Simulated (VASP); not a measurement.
# A VASP study of Ni3Sn4 (LDA): structure first, properties next

Aim: relax Ni3Sn4, then compute properties on the relaxed cell. The steps: relaxing cell and atoms (LDA), second relaxation, single point with fields (LDA), bands along the symmetry lines (LDA), total and projected DOS (LDA), volume scan with LDA and fit for LDA. The start is a cell from a database of measured crystal structures.

Program: VASP 6.6.1. Level of theory: LDA, spin-polarised from a ferromagnetic start; plane waves and PAW (Ni, Sn_d). Results are calculated unless marked as measured.

## Step 1: Set-up

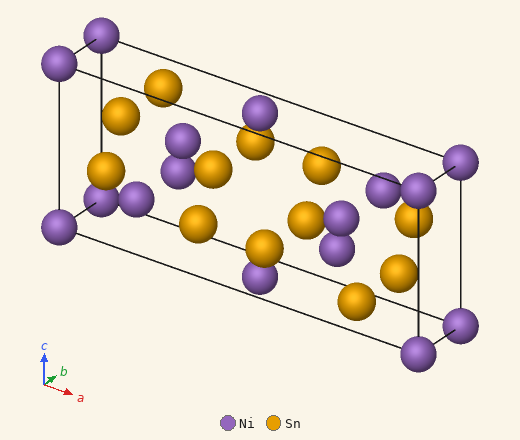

The starting structure, seen slightly off an axis (nickel purple, tin orange). This picture shows the conventional cell, with its axes. Some periodic images of atoms are drawn too.

As a file:

```cif
data_structure
_symmetry_space_group_name_H-M 'P 1'
_symmetry_Int_Tables_number 1
_cell_length_a 4.0600
_cell_length_b 5.2190
_cell_length_c 6.4356
_cell_angle_alpha 104.218
_cell_angle_beta 108.387
_cell_angle_gamma 90.000
_cell_volume 124.99
loop_
_atom_site_label
_atom_site_type_symbol
_atom_site_fract_x
_atom_site_fract_y
_atom_site_fract_z
_atom_site_occupancy
Ni1 Ni 0.00000 0.00000 0.00000 1
Ni2 Ni 0.21470 0.33690 0.42940 1
Ni3 Ni 0.78530 0.66310 0.57060 1
Sn4 Sn 0.17180 0.81230 0.34360 1
Sn5 Sn 0.82820 0.18770 0.65640 1
Sn6 Sn 0.42860 0.68640 0.85720 1
Sn7 Sn 0.57140 0.31360 0.14280 1
```

## Step 2: Relaxing cell and atoms (LDA)

The start need not lie at this functional's minimum. ISIF = 3 frees volume, shape and positions, and EDIFFG sets the threshold on forces and stress at which the search stops. LDA, the lowest rung, knows the local density alone.

The input, INCAR:

```
SYSTEM = Ni3Sn4
PREC = Accurate
ENCUT = 400
EDIFF = 1E-06
NELM = 100
ISMEAR = 1
SIGMA = 0.2
LREAL = .FALSE.
ALGO = Normal
GGA = CA
NBANDS = 58
ISPIN = 2
MAGMOM = 1 1 1 0 0 0 0
LASPH = .TRUE.
LMAXMIX = 4
LORBIT = 11
LWAVE = .FALSE.
LCHARG = .FALSE.
KPAR = 4
IBRION = 2
NSW = 60
ISIF = 3
EDIFFG = -0.01
```

The input, POSCAR:

```
Ni3Sn4
1.0
    0.0000000000      4.0600000000      0.0000000000
   -1.3507765964      0.0000000000      5.0411668874
    6.1070000000     -2.0300000000      0.0000000000
Ni Sn
3 4
Direct
    0.0000000000      0.0000000000      0.0000000000
    0.2147000000      0.3369000000      0.4294000000
    0.7853000000      0.6631000000      0.5706000000
    0.1718000000      0.8123000000      0.3436000000
    0.8282000000      0.1877000000      0.6564000000
    0.4286000000      0.6864000000      0.8572000000
    0.5714000000      0.3136000000      0.1428000000
```

The input, KPOINTS:

```
Automatic mesh
0
Gamma
5 4 5
0 0 0
```

Potentials, in the order of the species: Ni and Sn_d (LDA family, release 64).

Started as:

```
$ mpirun -np 4 vasp_std
```

The program printed:

```text
[banner, memory and clock lines left out]
running    4 mpi-ranks, on    1 nodes
 distrk:  each k-point on    1 cores,    4 groups
 distr:  one band on    1 cores,    1 groups

 POSCAR found type information on POSCAR NiSn
 POSCAR found :  2 types and       7 ions
 LDA part: xc-table for (Slater(with rela. corr.)+CA(PZ))
 , standard interpolation
 POSCAR, INCAR and KPOINTS ok, starting setup
 FFT: planning ... GRIDC
 FFT: planning ... GRID_SOFT
 FFT: planning ... GRID
 WAVECAR not read
 entering main loop
       N       E                     dE             d eps       ncg     rms          rms(c)
DAV:   1     0.832511617531E+03    0.83251E+03   -0.32271E+04  7992   0.208E+03
DAV:   2     0.101354562063E+03   -0.73116E+03   -0.70392E+03  7656   0.551E+02
DAV:   3    -0.342086170958E+02   -0.13556E+03   -0.13172E+03  7976   0.207E+02
DAV:   4    -0.417993717842E+02   -0.75908E+01   -0.75355E+01  8814   0.558E+01
DAV:   5    -0.420119492233E+02   -0.21258E+00   -0.21250E+00 10130   0.879E+00    0.178E+01
DAV:   6    -0.478975083989E+02   -0.58856E+01   -0.42812E+01  9500   0.666E+01    0.254E+01
DAV:   7    -0.397228303835E+02    0.81747E+01   -0.16671E+01  8796   0.478E+01    0.377E+00
DAV:   8    -0.397314389392E+02   -0.86086E-02   -0.23251E+00  9900   0.113E+01    0.384E+00
DAV:   9    -0.396686526589E+02    0.62786E-01   -0.73768E-01  8566   0.105E+01    0.259E+00
DAV:  10    -0.396206630011E+02    0.47990E-01   -0.25590E-01  8568   0.792E+00    0.683E-01
DAV:  11    -0.396196055233E+02    0.10575E-02   -0.28550E-02  8560   0.147E+00    0.284E-01
DAV:  12    -0.396187514253E+02    0.85410E-03   -0.35924E-03 10336   0.490E-01    0.169E-01
DAV:  13    -0.396185522684E+02    0.19916E-03   -0.51692E-04  9868   0.179E-01    0.842E-02
DAV:  14    -0.396185356075E+02    0.16661E-04   -0.83241E-05  9270   0.109E-01    0.352E-02
DAV:  15    -0.396185371973E+02   -0.15898E-05   -0.12990E-05  8524   0.237E-02    0.141E-02
DAV:  16    -0.396185364931E+02    0.70424E-06   -0.21614E-06  5704   0.144E-02
   1 F= -.39618536E+02 E0= -.39615143E+02  d E =-.396185E+02  mag=    -0.0001
 curvature:   0.00 expect dE= 0.000E+00 dE for cont linesearch  0.000E+00
 trial: gam= 0.00000 g(F)=  0.326E-02 g(S)=  0.394E+00 ort = 0.000E+00 (trialstep = 0.100E+01)
 search vector abs. value=  0.397E+00
 bond charge predicted
       N       E                     dE             d eps       ncg     rms          rms(c)
DAV:   1    -0.516701978190E+02   -0.12052E+02   -0.15048E+02  8518   0.123E+02    0.297E+01
DAV:   2    -0.605354903541E+02   -0.88653E+01   -0.10235E+02  8874   0.123E+02    0.394E+01
DAV:   3    -0.402812400127E+02    0.20254E+02   -0.40807E+01  8728   0.792E+01    0.680E+00
DAV:   4    -0.400397228765E+02    0.24152E+00   -0.81289E+00  9572   0.236E+01    0.670E+00
DAV:   5    -0.397677042798E+02    0.27202E+00   -0.22808E+00  9028   0.183E+01    0.432E+00
DAV:   6    -0.396969701731E+02    0.70734E-01   -0.45559E-01  9592   0.103E+01    0.298E+00
DAV:   7    -0.396609226147E+02    0.36048E-01   -0.93104E-02  8812   0.253E+00    0.173E+00
DAV:   8    -0.396403922062E+02    0.20530E-01   -0.36460E-02 11192   0.178E+00    0.399E-01
DAV:   9    -0.396409618302E+02   -0.56962E-03   -0.72095E-03  8146   0.435E-01    0.356E-01
DAV:  10    -0.396406119235E+02    0.34991E-03   -0.56205E-04 10852   0.237E-01    0.174E-01
DAV:  11    -0.396405528241E+02    0.59099E-04   -0.27487E-04 10584   0.139E-01    0.271E-02
DAV:  12    -0.396405558374E+02   -0.30133E-05   -0.34570E-05  7822   0.400E-02    0.247E-02
DAV:  13    -0.396405548913E+02    0.94611E-06   -0.38524E-06  6336   0.182E-02
   2 F= -.39640555E+02 E0= -.39636977E+02  d E =-.220184E-01  mag=     0.0000
[... from here on, the cycles between the ionic steps are left out ...]
   3 F= -.39730851E+02 E0= -.39727194E+02  d E =-.112315E+00  mag=    -0.0000
   4 F= -.39730807E+02 E0= -.39727149E+02  d E =-.112270E+00  mag=     0.0000
   5 F= -.39731760E+02 E0= -.39728193E+02  d E =-.953553E-03  mag=     0.0000
   6 F= -.39732297E+02 E0= -.39728900E+02  d E =-.149047E-02  mag=     0.0000
   7 F= -.39732331E+02 E0= -.39728903E+02  d E =-.152454E-02  mag=    -0.0000
   8 F= -.39732580E+02 E0= -.39729234E+02  d E =-.248954E-03  mag=    -0.0000
   9 F= -.39732600E+02 E0= -.39729235E+02  d E =-.268590E-03  mag=     0.0000
  10 F= -.39732781E+02 E0= -.39729480E+02  d E =-.181135E-03  mag=    -0.0000
  11 F= -.39732778E+02 E0= -.39729494E+02  d E =-.178593E-03  mag=    -0.0000
  12 F= -.39732782E+02 E0= -.39729488E+02  d E =-.182300E-03  mag=    -0.0000
 curvature:  -0.41 expect dE=-0.391E-04 dE for cont linesearch -0.506E-07
 trial: gam= 0.23121 g(F)=  0.551E-04 g(S)=  0.407E-04 ort = 0.783E-05 (trialstep = 0.117E+01)
 search vector abs. value=  0.126E-03
 bond charge predicted
       N       E                     dE             d eps       ncg     rms          rms(c)
DAV:   1    -0.397330512373E+02   -0.26897E-03   -0.34449E-02  8636   0.885E-01    0.119E-01
DAV:   2    -0.397331327909E+02   -0.81554E-04   -0.21705E-03  9820   0.545E-01    0.141E-01
DAV:   3    -0.397329065418E+02    0.22625E-03   -0.92734E-04  8892   0.397E-01    0.613E-02
DAV:   4    -0.397329178768E+02   -0.11335E-04   -0.35977E-04  9884   0.325E-01    0.834E-02
DAV:   5    -0.397328440523E+02    0.73825E-04   -0.17727E-04  9732   0.233E-01    0.964E-03
DAV:   6    -0.397328452915E+02   -0.12392E-05   -0.28440E-05  8390   0.355E-02    0.457E-03
DAV:   7    -0.397328451705E+02    0.12105E-06   -0.21087E-06  5134   0.154E-02
  13 F= -.39732845E+02 E0= -.39729573E+02  d E =-.630007E-04  mag=     0.0000
 trial-energy change:   -0.000063  1 .order   -0.000068   -0.000114   -0.000023
 step:   1.7763(harm=  1.4557)  dis= 0.00213  next Energy=   -39.732850 (dE=-0.681E-04)
 reached required accuracy - stopping structural energy minimisation
```

The job ended after 5.2 min (4 MPI ranks of Intel Xeon 6975P-C (Granite Rapids), shared host; peak memory 1.4 GiB; 20 min of CPU time).

Lines that name or quote the potential files are left out of all logs, and their timing lines are given in words.

OUTCAR, selected parts (step 2):

```text
ion  position               nearest neighbor table
   1  0.000  0.000  0.000-   4 2.54   5 2.54   7 2.61   6 2.61   7 2.61   6 2.61   3 2.75   2 2.75

  LATTYP: Found a base centered monoclinic cell.
 ALAT       =    12.2140000000
 B/A-ratio  =     0.3324054364
 C/A-ratio  =     0.4272965449
 COS(beta)  =    -0.2588190451

 Subroutine GETGRP returns: Found  4 space group operations
 (whereof  4 operations were pure point group operations)

The static configuration has the point symmetry C_2h.

 Found     33 irreducible k-points:

   k-points           NKPTS =     33   k-points in BZ     NKDIM =     33   number of bands    NBANDS=     58

   dimension x,y,z NGX =    28 NGY =   36 NGZ =   42
   dimension x,y,z NGXF=    56 NGYF=   72 NGZF=   84

   ENCUT  =  400.0 eV  29.40 Ry    5.42 a.u.   6.62  8.51 10.49*2*pi/ulx,y,z

   NELECT =      86.0000    total number of electrons

 k-points in reciprocal lattice and weights: Automatic mesh
   0.00000000  0.00000000  0.00000000       0.010
   0.20000000  0.00000000  0.00000000       0.040
   0.40000000 -0.00000000  0.00000000       0.040
   0.00000000  0.25000000  0.00000000       0.020
   0.20000000  0.25000000  0.00000000       0.040
   0.40000000  0.25000000  0.00000000       0.040
  -0.40000000  0.25000000 -0.00000000       0.040
  -0.20000000  0.25000000  0.00000000       0.040
   0.00000000  0.50000000  0.00000000       0.010
[...]
0.20000000  0.50000000  0.40000000       0.020
   0.00000000 -0.25000000  0.40000000       0.020

 average (electrostatic) potential at core
       1 -81.0149       2 -80.9722       3 -80.9722       4 -96.3990       5 -96.3990
       6 -96.3340       7 -96.3340

 E-fermi :  10.1775

 spin component 1
 k-point     1 :       0.0000    0.0000    0.0000
  band No.  band energies     occupation
    ...
     39       8.6826      1.00000
     40       8.8485      1.00000
     41       9.3396      1.00000
     42       9.8584      1.02327
     43       9.9579      1.03254
     44      10.7445     -0.00023
     45      11.1294     -0.00000
     46      12.1756     -0.00000
     47      14.5980      0.00000
     48      14.6253      0.00000
    ...

 k-point     2 :       0.2000    0.0000    0.0000
  band No.  band energies     occupation
    ...
     40       8.7480      1.00000
     41       9.1114      1.00000
     42       9.3005      1.00000
     43       9.4413      1.00000
     44      10.0371      0.96056
     45      11.9999     -0.00000
     46      12.3987     -0.00000
     47      13.3486     -0.00000
     48      14.2257      0.00000
     49      14.7495      0.00000
    ...

 k-point     3 :       0.4000   -0.0000    0.0000
  band No.  band energies     occupation
    ...
     40       8.7720      1.00000
     41       8.8177      1.00000
     42       9.0054      1.00000
     43       9.2612      1.00000
     44       9.7477      1.00480
     45      10.8280     -0.00002
     46      11.3925     -0.00000
     47      12.1968     -0.00000
     48      13.1875     -0.00000
     49      13.4608     -0.00000
    ...

 k-point     4 :       0.0000    0.2500    0.0000
  band No.  band energies     occupation
    ...
     38       8.6826      1.00000
     39       8.8382      1.00000
     40       9.2465      1.00000
     41       9.7591      1.00587
     42      10.0514      0.93327
     43      10.2896      0.09850
     44      11.2312     -0.00000
     45      11.3701     -0.00000
     46      12.6871     -0.00000
     47      13.0398     -0.00000
    ...

 k-point     5 :       0.2000    0.2500    0.0000
  band No.  band energies     occupation
    ...
     39       8.8021      1.00000
     40       8.8283      1.00000
     41       9.2556      1.00000
     42       9.6197      1.00029
     43      10.0526      0.93066
     44      10.2335      0.27300
     45      10.9045     -0.00000
     46      11.7452     -0.00000
     47      12.0961     -0.00000
     48      15.1418      0.00000
    ...

 k-point     6 :       0.4000    0.2500    0.0000
  band No.  band energies     occupation
    ...
     40       8.6745      1.00000
     41       8.9916      1.00000
     42       9.1569      1.00000
     43       9.5838      1.00011
     44       9.7119      1.00241
     45      10.7924     -0.00006
     46      11.1559     -0.00000
     47      12.5198     -0.00000
     48      13.4246     -0.00000
     49      13.4928     -0.00000
    ...

  Total        0.0270501      0.0198499      0.0378704      0.0000000      0.0000000      0.0013695
  in kB        0.3646686      0.2676011      0.5105396      0.0000000      0.0000000      0.0184627
  external PRESSURE =       0.3809364 kB  Pullay stress =       0.0000000 kB

  energy-cutoff  :      400.00
  volume of cell :      118.84
      direct lattice vectors                 reciprocal lattice vectors
     0.000000000  3.997740750  0.000000000     0.083530663  0.250141283  0.022613676
    -1.344519978  0.000000000  4.966403769     0.000779211  0.000000000  0.201563890
     5.992096984 -1.998870375 -0.023164402     0.167061325  0.000000000  0.045227352

 POSITION                                       TOTAL-FORCE (eV/Angst)
 -----------------------------------------------------------------------------------
      0.00000      0.00000      0.00000         0.000000     -0.000000     -0.000000
      2.13063      0.00000      1.65952         0.007102      0.000000     -0.001358
      2.51695      1.99887      3.28372        -0.007102     -0.000000      0.001358
      0.96150     -0.00000      4.02255        -0.001128      0.000000      0.000572
      3.68608      1.99887      0.92069         0.001128     -0.000000     -0.000572
      4.20525      0.00000      3.38777        -0.005795     -0.000000      0.003995
      0.44233      1.99887      1.55547         0.005795      0.000000     -0.003995
 -----------------------------------------------------------------------------------
    total drift:                               -0.000000      0.000000     -0.000000

  FREE ENERGIE OF THE ION-ELECTRON SYSTEM (eV)
  ---------------------------------------------------
  free  energy   TOTEN  =       -39.7328451705 eV

  energy  without entropy=      -39.7230285744  energy(sigma->0) =      -39.72957297

 reached required accuracy - stopping structural energy minimisation

 total charge
# of ion       s       p       d       tot
------------------------------------------
    1        0.467   0.512   8.487   9.467
    2        0.441   0.494   8.491   9.425
    3        0.441   0.494   8.491   9.425
    4        1.172   1.202  10.046  12.420
    5        1.172   1.202  10.046  12.420
    6        1.167   1.206  10.046  12.419
    7        1.167   1.206  10.046  12.419
--------------------------------------------------
tot          6.025   6.314  65.655  77.994

 magnetization (x)
# of ion       s       p       d       tot
------------------------------------------
    1        0.000   0.000   0.000   0.000
    2        0.000   0.000   0.000   0.000
    3        0.000   0.000   0.000   0.000
    4        0.000   0.000   0.000   0.000
    5        0.000   0.000   0.000   0.000
    6        0.000   0.000   0.000   0.000
    7        0.000   0.000   0.000   0.000
--------------------------------------------------
tot          0.000   0.000   0.000   0.000

[... 1 further part left out ...]
```

The moments of the start collapse, so the state is non-magnetic; other starts or orders were not tried. The k-mesh is coarse for a metal. The run keeps the 4 symmetry operations of its start, so it cannot find a distortion of lower symmetry.

Step by step:

```tsv
step	energy less that of the first step (eV)	largest force (eV/Å)	pressure (GPa)	volume (Å³)
1	0.0000	0.1758	-5.59	124.99
2	-0.0220	0.1270	6.16	114.05
3	-0.1123	0.0395	-0.01	118.98
4	-0.1123	0.0421	0.08	118.87
5	-0.1132	0.0359	0.12	118.84
6	-0.1138	0.0430	0.13	118.79
7	-0.1138	0.0420	0.13	118.80
8	-0.1140	0.0271	-0.24	119.08
9	-0.1141	0.0306	-0.12	119.01
10	-0.1142	0.0162	-0.05	118.90
11	-0.1142	0.0209	0.08	118.87
12	-0.1142	0.0179	-0.01	118.88
13	-0.1143	0.0072	0.04	118.84
```

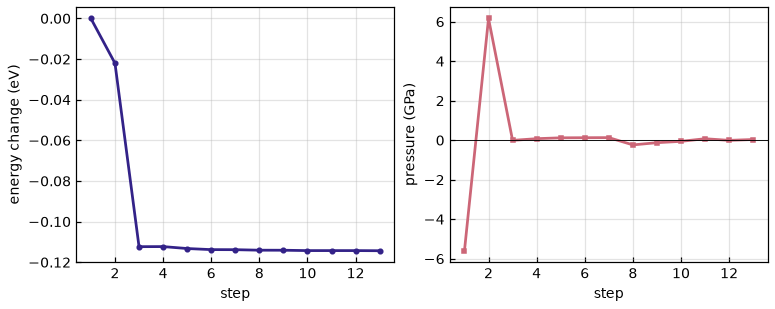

Energy and pressure along the relaxation.

```tsv
cell as run	before	after	change
a (Å)	4.060	3.998	-1.5 %
b (Å)	5.219	5.145	-1.4 %
c (Å)	6.436	6.317	-1.8 %
α (°)	104.22	104.56	+0.3 %
β (°)	108.39	108.45	+0.1 %
volume (Å³/atom)	17.86	16.98	-4.9 %
```

The atoms that moved most (Å, as changes of fractional coordinates times the final cell):

```tsv
atom	dx	dy	dz	length
Ni2	0.011	0.000	-0.004	0.011
Ni3	-0.011	0.000	0.004	0.011
Sn6	-0.008	0.000	-0.001	0.008
Sn7	0.008	0.000	0.001	0.008
Sn4	-0.005	0.000	-0.004	0.006
Sn5	0.005	0.000	0.004	0.006
```

The relaxed structure:

```xyz
7
Lattice="0.0000 3.9977 0.0000 -1.3445 0.0000 4.9664 5.9921 -1.9989 -0.0232" Properties=species:S:1:pos:R:3 pbc="T T T"
Ni    0.0000    0.0000    0.0000
Ni    2.1306    0.0000    1.6595
Ni    2.5170    1.9989    3.2837
Sn    0.9615    0.0000    4.0225
Sn    3.6861    1.9989    0.9207
Sn    4.2053    0.0000    3.3878
Sn    0.4423    1.9989    1.5555
```

This step gave:

```yaml
electrons: 86
bands: 58
irreducible_k_points: 33
symmetry_operations: 4
free_energy_toten: -39.73 eV
energy_at_zero_smearing: -39.73 eV
fermi_energy: 10.18 eV
pressure: 0.03809 GPa
metallic: yes
scf_cycles_over_all_ionic_steps: 111
```

The spin moment in the PAW sphere vanishes on all atoms.

It ends with a largest force of 0.007 eV/Å and a pressure of 0.04 GPa. The volume lies -4.9 % from that of the database's start, which holds the thermal and zero-point expansion of its experiment. LDA is known to overbind.

(Continued in part 2 of 5.)

[Lines on the potential files, build, host, timing and source positions are cut from VASP's logs without a mark.]

[Logs are printed without paths, hosts, clocks, repeated set-up lines and the standing remarks that a program may print on its own settings, such as how far it seeks lower states.]

[Hosts, paths, dates, database ids (printed as entryN), source tags and the programs' standing remarks are cut or masked in the printed files.]

[A measured line is paired with the nearest computed mode of its activity, which favours agreement.]
